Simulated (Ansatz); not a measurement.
## Electronic structure of Cl₃HZr···HCl in real space

```xyz
7

Zr   -0.6570    0.5659   -0.5177
Cl    2.1602   -1.9578    0.9929
Cl    0.4586   -0.6232   -2.1755
Cl   -2.9233    0.0492   -0.4780
Cl   -0.3530    2.8570   -0.7708
H     1.3519   -1.0938    1.5801
H    -0.0372    0.2026    1.3690
```

Core potentials replace the inner electrons of Zr; not at a stationary point (largest force 1.2 eV/Å).

All numbers below come from RKS PBE-D4/def2-SVP (Ansatz).

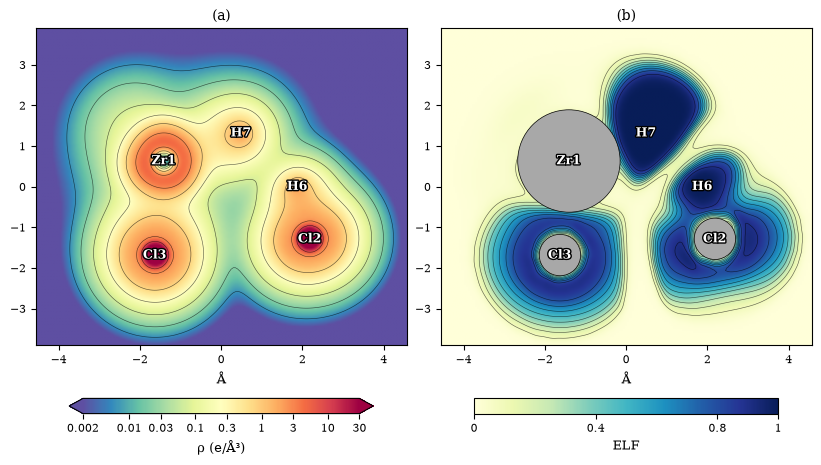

Figure 1. (a) electron density; (b) ELF on the plane of atoms Cl3, Zr1 and H7. Grey discs cover the atomic cores in the ELF map.

Describe what can be read from this map.

Answer. The plane passes through Zr, Cl and H nuclei.
H6···H7 (1.91 Å): the density falls to about 0.11 e/Å³ on the way; the ELF dips to about 0.15 between them.
Zr–Cl (2.33 Å): the density is about 0.61 e/Å³ at the midpoint; the ELF peaks at about 0.85 in the valence shell of Cl, 0.8 Å from its nucleus, and is about 0.35 at the midpoint.
Cl–H (1.32 Å): ρ is about 1.8 e/Å³ halfway; the ELF climbs to about 1 towards the hydrogen, as it does in any bond to H: a covalent bond by its length.
Zr–H (2.02 Å): ρ is about 0.7 e/Å³ halfway; the ELF climbs to about 1 towards the hydrogen.
The ELF also peaks beside Cl2, away from the bonds: lone-pair regions.

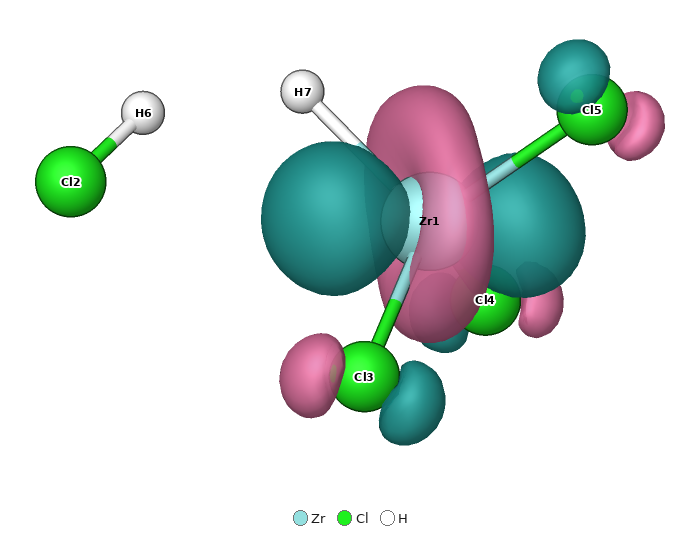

Figure 2. The LUMO at ±0.15 Å⁻³ᐟ² (teal and pink are the two phases), seen at a tilt.

What is the character of this orbital?

Answer. Its weight (Hirshfeld) is mainly on Zr1 (about 75 %), Cl3 (about 10 %), Cl5 (about 5 %) and Cl4 (about 5 %). Its energy is −3.73 eV.

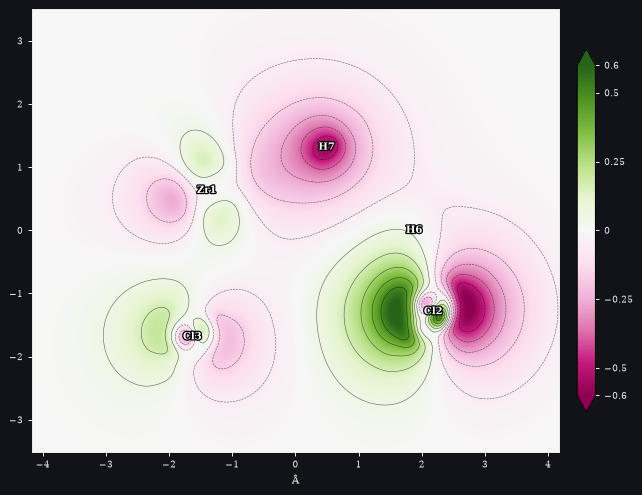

Figure 3. The HOMO on the plane of atoms Cl3, Zr1 and H7 (values in Å⁻³ᐟ²; the overall sign is arbitrary).

Where does this orbital lie, and at what energy?

Answer. It lies mainly on Cl2 (about 60 %), H7 (about 20 %), Zr1 (about 15 %) and Cl3 (about 5 %). Its energy is −7.30 eV.
